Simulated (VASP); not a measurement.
# A VASP study of BaTi2Bi2O (PBEsol): structure first, properties next, part 3 of 4

Aim: relax BaTi2Bi2O, then compute properties on the relaxed cell. The start is a computed cell from the Materials Project.

VASP 6.6.1; PBEsol, no spin polarisation; plane waves and PAW (Ba_sv, Ti_sv, Bi_d, O).

Still holding for the runs below: This run has no spin polarisation, although Ti can carry a moment.

So far. Step 3 (Second relaxation): It ends with a largest force of 0.001 eV/Å and a pressure of -0.02 GPa. The volume moved by under 0.01 %: the run met its threshold at the first step. Step 4 (Single point with fields (PBEsol)): In this run the pressure is -0.02 GPa, small enough to go on. The relaxed cell has a = 4.057, c = 8.508 Å (conventional setting).

**5. Band structure (PBEsol)**

Levels along the symmetry lines show where the bands peak and cross; KPOINTS_OPT computes them in the converged potential.

Contents of INCAR:

```
SYSTEM = BaTi2Bi2O
PREC = Accurate
ENCUT = 520
EDIFF = 1E-06
NELM = 100
ISMEAR = 0
SIGMA = 0.05
LREAL = .FALSE.
ALGO = Normal
GGA = PS
NBANDS = 53
LASPH = .TRUE.
LORBIT = 11
LWAVE = .FALSE.
LCHARG = .FALSE.
KPAR = 4
```

Contents of POSCAR:

```
BaTi2Bi2O
1.0
    4.0570174679      0.0000000000      0.0000000000
    0.0000000000      4.0570174679      0.0000000000
    0.0000000000      0.0000000000      8.5078441849
Ba Ti Bi O
1 2 2 1
Direct
    0.5000000000      0.5000000000      0.5000000000
    0.0000000000      0.5000000000      0.0000000000
    0.5000000000      0.0000000000      0.0000000000
    0.0000000000      0.0000000000      0.2485024431
    0.0000000000      0.0000000000      0.7514975569
    0.5000000000      0.5000000000      0.0000000000
```

Contents of KPOINTS:

```
Automatic mesh
0
Gamma
7 7 3
0 0 0
```

Contents of KPOINTS_OPT:

```
Line mode
16
Line-mode
Reciprocal
  0.00000000   0.00000000   0.00000000 GAMMA
  0.00000000   0.50000000   0.00000000 X

  0.00000000   0.50000000   0.00000000 X
  0.50000000   0.50000000   0.00000000 M

  0.50000000   0.50000000   0.00000000 M
  0.00000000   0.00000000   0.00000000 GAMMA

  0.00000000   0.00000000   0.00000000 GAMMA
  0.00000000   0.00000000   0.50000000 Z

  0.00000000   0.00000000   0.50000000 Z
  0.00000000   0.50000000   0.50000000 R

  0.00000000   0.50000000   0.50000000 R
  0.50000000   0.50000000   0.50000000 A

  0.50000000   0.50000000   0.50000000 A
  0.00000000   0.00000000   0.50000000 Z

  0.00000000   0.50000000   0.00000000 X
  0.00000000   0.50000000   0.50000000 R

  0.50000000   0.50000000   0.00000000 M
  0.50000000   0.50000000   0.50000000 A
```

Potentials, in the order of the species: Ba_sv, Ti_sv, Bi_d and O (PBE family, release 64).

The run is started by

```
$ mpirun -np 4 vasp_std
```

The program printed:

```text
[... set-up lines as in an earlier step ...]
 entering main loop
       N       E                     dE             d eps       ncg     rms          rms(c)
DAV:   1     0.951174693970E+03    0.95117E+03   -0.33674E+04  2120   0.155E+03
DAV:   2     0.965214315881E+02   -0.85465E+03   -0.81376E+03  2120   0.483E+02
DAV:   3    -0.334916620832E+02   -0.13001E+03   -0.12540E+03  2733   0.186E+02
DAV:   4    -0.455317227962E+02   -0.12040E+02   -0.11849E+02  3464   0.495E+01
DAV:   5    -0.461197145941E+02   -0.58799E+00   -0.58685E+00  2947   0.839E+00    0.189E+01
DAV:   6    -0.435657978829E+02    0.25539E+01   -0.40875E+01  3219   0.316E+01    0.130E+01
DAV:   7    -0.407457658296E+02    0.28200E+01   -0.15521E+01  2648   0.208E+01    0.692E+00
DAV:   8    -0.404388363134E+02    0.30693E+00   -0.14062E+00  2484   0.562E+00    0.269E+00
DAV:   9    -0.404114790397E+02    0.27357E-01   -0.44008E-01  2881   0.354E+00    0.150E+00
DAV:  10    -0.403888870629E+02    0.22592E-01   -0.10765E-01  2713   0.187E+00    0.501E-01
DAV:  11    -0.403889094951E+02   -0.22432E-04   -0.13776E-02  2969   0.528E-01    0.233E-01
DAV:  12    -0.403889640503E+02   -0.54555E-04   -0.28984E-03  2604   0.229E-01    0.502E-02
DAV:  13    -0.403889580173E+02    0.60330E-05   -0.46664E-04  2822   0.109E-01    0.467E-02
DAV:  14    -0.403889418760E+02    0.16141E-04   -0.15067E-04  2775   0.569E-02    0.111E-02
DAV:  15    -0.403889410666E+02    0.80941E-06   -0.12941E-05  2532   0.215E-02    0.604E-03
DAV:  16    -0.403889403741E+02    0.69248E-06   -0.13530E-06  1884   0.609E-03
   1 F= -.40388940E+02 E0= -.40386593E+02  d E =-.469451E-02
 Start KPOINTS_OPT (optional k-point list driver)
k-point batch [1-20\144]
       N       E                     dE             ncg
DAV:   1     0.210789579322E+04   -0.19128E+05     2120
DAV:   2    -0.147314126875E+05   -0.16839E+05     2128
DAV:   3    -0.172677445573E+05   -0.25363E+04     2724
DAV:   4    -0.175178322465E+05   -0.25009E+03     3432
DAV:   5    -0.175308089426E+05   -0.12977E+02     2963
DAV:   6    -0.175311908594E+05   -0.38192E+00     3113
DAV:   7    -0.175312057348E+05   -0.14875E-01     3040
DAV:   8    -0.175312060286E+05   -0.29377E-03     3140
DAV:   9    -0.175312060385E+05   -0.99687E-05     2544
DAV:  10    -0.175312060388E+05   -0.27440E-06     1780
[...]
k-point batch [141-144\144]
       N       E                     dE             ncg
DAV:   1     0.362469560997E+05   -0.92932E+04      424
DAV:   2     0.328795654469E+05   -0.33674E+04      440
DAV:   3     0.323843746603E+05   -0.49519E+03      569
DAV:   4     0.323397445839E+05   -0.44630E+02      640
DAV:   5     0.323373029845E+05   -0.24416E+01      598
DAV:   6     0.323372500494E+05   -0.52935E-01      603
DAV:   7     0.323372479668E+05   -0.20826E-02      638
DAV:   8     0.323372479334E+05   -0.33394E-04      614
DAV:   9     0.323372479322E+05   -0.11796E-05      486
DAV:  10     0.323372479322E+05   -0.49622E-07      368
```

The job ended after 2.8 min (4 MPI ranks of Intel Xeon Platinum 8124M at 3.00GHz (Skylake/Cascade Lake), shared host; peak memory 1.6 GiB; 11 min of CPU time).

OUTCAR, selected parts (step 5):

```text
   k-points           NKPTS =     20   k-points in BZ     NKDIM =     20   number of bands    NBANDS=     53

   NELECT =      70.0000    total number of electrons

 E-fermi :   6.9206

 k-point     1 :       0.0000    0.0000    0.0000
  band No.  band energies     occupation
    ...
     31       5.0345      2.00000
     32       5.3783      2.00000
     33       5.6141      2.00000
     34       6.6137      2.00000
     35       6.8385      1.97978
     36       7.2686      0.00000
     37       7.2686      0.00000
     38       7.7692      0.00000
     39       8.1048      0.00000
     40       8.1048      0.00000
    ...

  Total       -0.0087333     -0.0087333     -0.0182653      0.0000000     -0.0000000      0.0000000
  in kB       -0.0999212     -0.0999212     -0.2089799      0.0000000     -0.0000000      0.0000000
  external PRESSURE =      -0.1362741 kB  Pullay stress =       0.0000000 kB

 POSITION                                       TOTAL-FORCE (eV/Angst)
 -----------------------------------------------------------------------------------
      2.02851      2.02851      4.25392        -0.000000      0.000000      0.000000
      0.00000      2.02851      0.00000        -0.000000      0.000000      0.000000
      2.02851      0.00000      0.00000        -0.000000      0.000000      0.000000
      0.00000      0.00000      2.11422         0.000000      0.000000      0.000569
      0.00000      0.00000      6.39362        -0.000000     -0.000000     -0.000569
      2.02851      2.02851      0.00000        -0.000000      0.000000      0.000000
 -----------------------------------------------------------------------------------
    total drift:                                0.000000     -0.000000      0.000000

  FREE ENERGIE OF THE ION-ELECTRON SYSTEM (eV)
  ---------------------------------------------------
  free  energy   TOTEN  =       -40.3889403741 eV

  energy  without entropy=      -40.3842458659  energy(sigma->0) =      -40.38659312

[... 8 parts as in an earlier step ...]

[... 8 further parts left out ...]
```

Spin-orbit coupling is off here; with elements this heavy it splits and shifts levels by tenths of an eV or more.

This step gave:

- bands: 53
- pressure: -0.01363 GPa

The electronic bands at the labelled points (eV, zero at the Fermi level; # counts the bands kept, so #1 is VASP's band 26):

```tsv
point	#7	#8	#9	#10	#11	#12	#13	#14
Γ	-1.54	-1.31	-0.31	-0.08	0.35	0.35	0.85	1.18
X	-1.92	-0.96	-0.96	0.11	0.20	0.28	0.85	0.88
M	-3.09	-3.09	-1.91	-0.12	-0.12	1.45	1.62	1.70
Γ	-1.54	-1.31	-0.31	-0.08	0.35	0.35	0.85	1.18
Z	-1.76	-1.54	-0.35	-0.17	-0.17	0.05	0.62	1.22
R	-2.19	-1.19	-0.77	0.29	0.31	0.76	0.88	1.54
A	-2.36	-2.36	-1.76	-0.21	-0.21	1.35	1.35	1.50
Z	-1.76	-1.54	-0.35	-0.17	-0.17	0.05	0.62	1.22
jump to X	-1.92	-0.96	-0.96	0.11	0.20	0.28	0.85	0.88
R	-2.19	-1.19	-0.77	0.29	0.31	0.76	0.88	1.54
jump to M	-3.09	-3.09	-1.91	-0.12	-0.12	1.45	1.62	1.70
A	-2.36	-2.36	-1.76	-0.21	-0.21	1.35	1.35	1.50
```

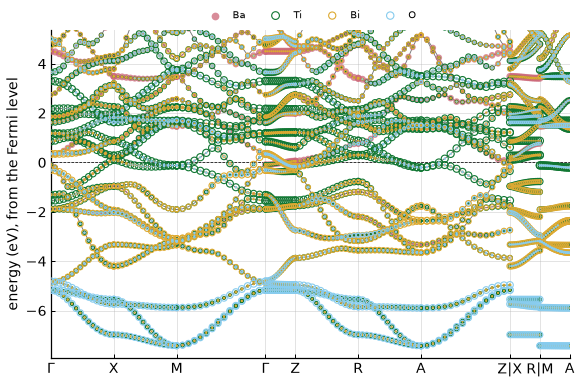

Electronic bands along the path; dots are coloured as in the legend, and their area grows with the weight.

There is no gap at this level.

**6. Total and projected DOS (PBEsol)**

Here the states are counted by energy and projected on the atoms. The mesh is finer than in the run before.

Edit INCAR of step 5 so:

```diff
@@ -5,3 +5,3 @@
 NELM = 100
-ISMEAR = 0
+ISMEAR = -5
 SIGMA = 0.05
@@ -16 +16,2 @@
 KPAR = 4
+NEDOS = 2001
```

POSCAR is that of step 5.

Contents of KPOINTS:

```
Automatic mesh
0
Gamma
10 10 5
0 0 0
```

The run is started by

```
$ mpirun -np 4 vasp_std
```

The program printed:

```text
[... set-up lines as in an earlier step ...]
 entering main loop
       N       E                     dE             d eps       ncg     rms          rms(c)
DAV:   1     0.955851860727E+03    0.95585E+03   -0.33654E+04  6683   0.155E+03
DAV:   2     0.970425798831E+02   -0.85881E+03   -0.81727E+03  6718   0.485E+02
DAV:   3    -0.335774735394E+02   -0.13062E+03   -0.12596E+03  8583   0.188E+02
DAV:   4    -0.455561059769E+02   -0.11979E+02   -0.11805E+02 10871   0.492E+01
DAV:   5    -0.461269319376E+02   -0.57083E+00   -0.56979E+00  9293   0.814E+00    0.189E+01
DAV:   6    -0.437659028026E+02    0.23610E+01   -0.42624E+01  9935   0.318E+01    0.135E+01
DAV:   7    -0.407498672460E+02    0.30160E+01   -0.17233E+01  8469   0.212E+01    0.691E+00
DAV:   8    -0.404290761972E+02    0.32079E+00   -0.13730E+00  7968   0.567E+00    0.267E+00
DAV:   9    -0.404010559606E+02    0.28020E-01   -0.42245E-01  9316   0.346E+00    0.144E+00
DAV:  10    -0.403825665917E+02    0.18489E-01   -0.99239E-02  8319   0.181E+00    0.548E-01
DAV:  11    -0.403829630348E+02   -0.39644E-03   -0.13106E-02  9445   0.561E-01    0.162E-01
DAV:  12    -0.403833045874E+02   -0.34155E-03   -0.10139E-03  8906   0.156E-01    0.465E-02
DAV:  13    -0.403833275120E+02   -0.22925E-04   -0.11128E-04  9465   0.534E-02    0.144E-02
DAV:  14    -0.403833441641E+02   -0.16652E-04   -0.21996E-05  8637   0.230E-02    0.781E-03
DAV:  15    -0.403833468272E+02   -0.26631E-05   -0.30152E-06  6756   0.881E-03    0.157E-03
DAV:  16    -0.403833494439E+02   -0.26167E-05   -0.23361E-07  4164   0.310E-03    0.979E-04
DAV:  17    -0.403833473117E+02    0.21322E-05   -0.10271E-07  4094   0.234E-03    0.194E-04
DAV:  18    -0.403833473584E+02   -0.46735E-07   -0.26826E-08  4029   0.106E-03
   1 F= -.40383347E+02 E0= -.40383347E+02  d E =0.000000E+00
 -----------------------------------------------------------------------------
|                                                                             |
|           W    W    AA    RRRRR   N    N  II  N    N   GGGG   !!!           |
|           W    W   A  A   R    R  NN   N  II  NN   N  G    G  !!!           |
|           W    W  A    A  R    R  N N  N  II  N N  N  G       !!!           |
|           W WW W  AAAAAA  RRRRR   N  N N  II  N  N N  G  GGG   !            |
|           WW  WW  A    A  R   R   N   NN  II  N   NN  G    G                |
|           W    W  A    A  R    R  N    N  II  N    N   GGGG   !!!           |
|                                                                             |
|     Tetrahedron method does not include variations of the Fermi             |
|     occupations, so forces and stress will be inaccurate. We suggest        |
|     using a different smearing scheme ISMEAR = 1 or 2 for metals in         |
|     relaxations.                                                            |
|                                                                             |
 -----------------------------------------------------------------------------
```

It took 1.9 min on 4 MPI ranks; peak memory 2.1 GiB.

Parts of OUTCAR (step 6):

```text
   k-points           NKPTS =     63   k-points in BZ     NKDIM =     63   number of bands    NBANDS=     53

   NELECT =      70.0000    total number of electrons

 E-fermi :   6.9439

 k-point     1 :       0.0000    0.0000    0.0000
  band No.  band energies     occupation
    ...
     31       5.0421      2.00000
     32       5.3846      2.00000
     33       5.6162      2.00000
     34       6.6135      2.00000
     35       6.8303      2.00000
     36       7.2729     -0.02906
     37       7.2729      0.00000
     38       7.7770      0.00000
     39       8.1155      0.00000
     40       8.1155      0.00000
    ...

  Total        0.0286566      0.0286566     -0.1155829      0.0000000      0.0000000      0.0000000
  in kB        0.3278697      0.3278697     -1.3224246      0.0000000      0.0000000      0.0000000
  external PRESSURE =      -0.2222284 kB  Pullay stress =       0.0000000 kB

 POSITION                                       TOTAL-FORCE (eV/Angst)
 -----------------------------------------------------------------------------------
      2.02851      2.02851      4.25392         0.000000      0.000000      0.000000
      0.00000      2.02851      0.00000         0.000000      0.000000      0.000000
      2.02851      0.00000      0.00000         0.000000      0.000000      0.000000
      0.00000      0.00000      2.11422         0.000000      0.000000      0.008531
      0.00000      0.00000      6.39362         0.000000     -0.000000     -0.008531
      2.02851      2.02851      0.00000         0.000000      0.000000      0.000000
 -----------------------------------------------------------------------------------
    total drift:                                0.000000     -0.000000      0.000000

  FREE ENERGIE OF THE ION-ELECTRON SYSTEM (eV)
  ---------------------------------------------------
  free  energy   TOTEN  =       -40.3833473584 eV

  energy  without entropy=      -40.3833473584  energy(sigma->0) =      -40.38334736

[... 6 parts as in an earlier step ...]

[... 10 further parts left out ...]
```

With tetrahedra the forces and stress of a metal are not exact derivatives of the energy.

Numbers from this step:

* electronic steps: 18
* irreducible k points: 63
* free energy (TOTEN): -40.38 eV
* Fermi energy: 6.944 eV
* pressure: -0.02222 GPa
* DOS at the Fermi level: 3.148 states/eV/cell

The density of states has structure finer than the step of the table below, so its rows give means over 1 eV, whole bins alone (the curve runs from -12 to 1.79 eV). Peaks (eV: height): total -10.7: 8.16, 0.9: 8.51, 1.2: 10.3, 1.6: 11.3; Ti d 0.4: 3.46, 0.9: 5.45, 1.2: 6.56, 1.6: 7.32; Bi p -3.6: 1.28, -2.8: 1.36, -2.4: 1.42, -1.9: 1.40; Ba d 0.4: 0.503, 0.7: 0.565, 1.4: 0.768, 1.7: 0.773; O p -7.0: 1.58, -5.8: 3.57, 1.6: 0.500.

States under -12.0 eV and over 1.8 eV are left out. Table of density of states by energy, zero at the Fermi level; means over each step; 7 of 9 lines; values in states/eV/cell:

```tsv
energy (eV)	total	Ti d	Bi p	Ba d	O p	Ti p	Ti s
-11	3.61	0.0302	0.00821	0.00880	0.00657	0.0292	0.0258
-10	0.366	0.00635	6.1e-4	8.7e-4	1.3e-4	0.00223	3.0e-4
-9	0	0	0	0	0	0	0
-8	0	0	0	0	0	0	0
-7	1.81	0.284	0.00969	4.1e-4	0.942	0.0329	0.100
-6	3.10	0.291	0.0412	0.00186	1.61	0.132	0.0377
-5	1.13	0.0498	0.0273	0.00160	0.600	0.0547	0.00561
-4	1.64	0.172	0.410	0.0298	0.0303	0.0150	0.0690
-3	3.66	0.387	1.01	0.107	0.0771	0.0628	0.0561
-2	4.21	0.828	1.14	0.0993	0.0855	0.0648	0.0234
-1	2.83	0.903	0.604	0.0768	0.0667	0.0507	0.0113
0	3.54	1.90	0.243	0.166	0.0602	0.0214	0.0210
1	6.95	4.12	0.234	0.478	0.172	0.0277	0.0328
```

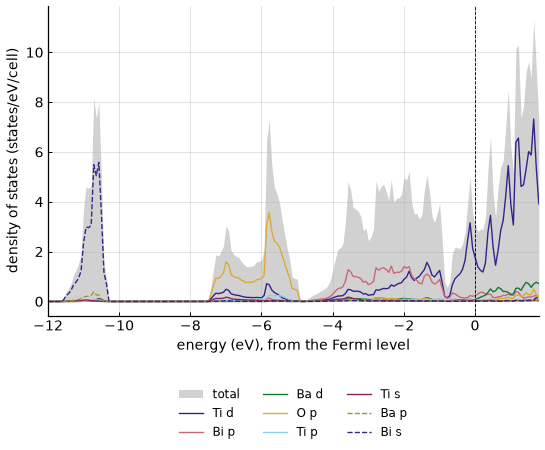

Density of states, plotted against energy.

The finer mesh and the other smearing move the Fermi level by +0.02 eV from the 7×7×3 run, a small shift, which tests the Fermi level alone. Of the states within 0.3 eV of the Fermi level, the largest shares in the PAW spheres are Ti d 55 % and Bi p 8 %. The rest lies in smaller channels or between the spheres.

[end of part 3 of 4]

[Lines on the potential files, build, host, timing and source positions are cut from VASP's logs without a mark.]

[Logs are printed without paths, hosts, clocks, repeated set-up lines and the standing remarks that a program may print on its own settings, such as how far it seeks lower states.]

[Hosts, paths, dates, database ids (printed as entryN), source tags and the programs' standing remarks are cut or masked in the printed files.]

[A measured line is paired with the nearest computed mode of its activity, which favours agreement.]
